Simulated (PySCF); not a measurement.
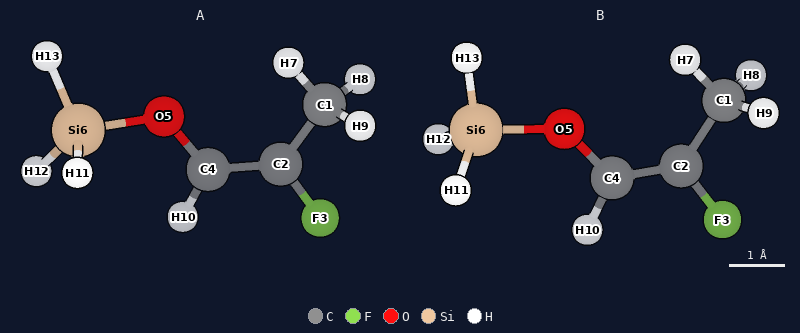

Two geometries of C$_{3}$H$_{7}$FOSi, drawn at one scale. One is the start of a relaxation, the other its converged end. Style: ball-and-stick. Shown at a tilt.

Method: PBE0-D3(BJ)/def2-SVP geometry optimisation, gas phase (PySCF). 

Which of the two is the end point?

Structure A is the relaxed one. The start comes from GFN2-xTB. Its atoms were then displaced at random by about 0.01 Å. After 17 geometry steps the energy has fallen by 21.1 kJ/mol. H11 moves most after the best rigid fit: 0.66 Å. By element the largest moves are H 0.66 Å, O 0.33 Å, C 0.28 Å, F 0.10 Å, Si 0.06 Å. Some distances before and after: C2–C4 1.289 → 1.336 Å, Si6–H12 1.452 → 1.495 Å, O5–Si6 1.634 → 1.676 Å, C1–H9 1.079 → 1.102 Å. Bond angles that change, for instance: C4–O5–Si6 133.5° → 124.5°, O5–Si6–H13 99.7° → 105.7°, O5–C4–H10 114.7° → 118.4°. Groups turn about C4–O5 by about 25°. The run took 97 s on 1 thread of Arm Neoverse V1, with other jobs on the host.
